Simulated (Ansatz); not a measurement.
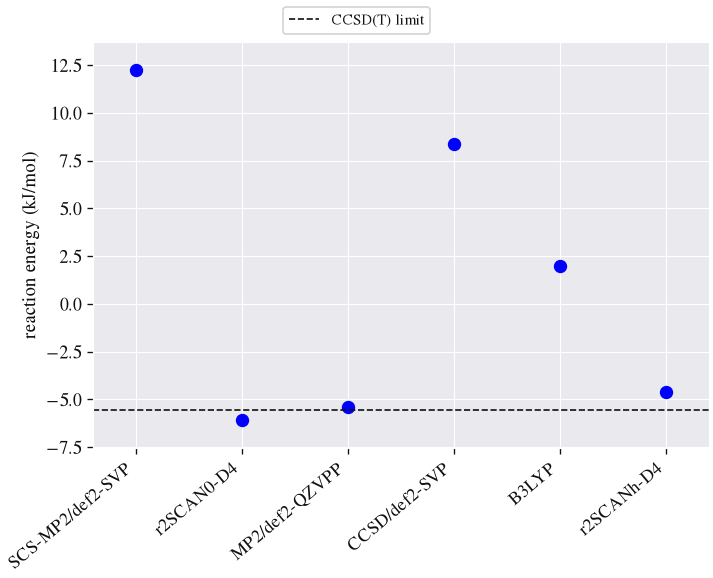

Electronic reaction energy of GeHOBr ([OH][Ge][Br]) [singlet] + H₂S (S) → GeHSBr ([SH][Ge][Br]) [singlet] + H₂O (O) (SMILES in brackets) at several levels (functionals in def2-TZVPP unless a basis is named), isolated molecules at PBE0-D4 triple-zeta geometries, minima by their frequencies, no zero-point or thermal terms, the Ansatz code. The line is frozen-core CCSD(T) at the basis limit (MP2 extrapolated from triple and quadruple zeta, plus CCSD(T) less MP2 in a smaller set). No dispersion term is added to B3LYP. The distance of SCS-MP2/def2-SVP, MP2/def2-QZVPP and CCSD/def2-SVP to the limit includes basis error. The limit lies 5.7 kJ/mol from CCSD(T)/def2-TZVPP, so the line itself is uncertain by a part of that.

> Which level comes closest to the line (CCSD(T) limit), and which misses most?

Closest MP2/def2-QZVPP (−5.4 kJ/mol), against −5.6 kJ/mol; farthest SCS-MP2/def2-SVP (12.2 kJ/mol).

> What do zero-point energy and temperature add?

Zero-point change 5.5 kJ/mol; at 298.15 K and 1 bar the CCSD(T) limit plus thermal terms gives an enthalpy of reaction of 1.2 and a free energy of 1.9 kJ/mol (harmonic PBE0-D4 modes, ideal gas).

Note: no scalar relativity up to krypton; outer-core shells are correlated without core-valence functions, which makes the correlated values less sure.
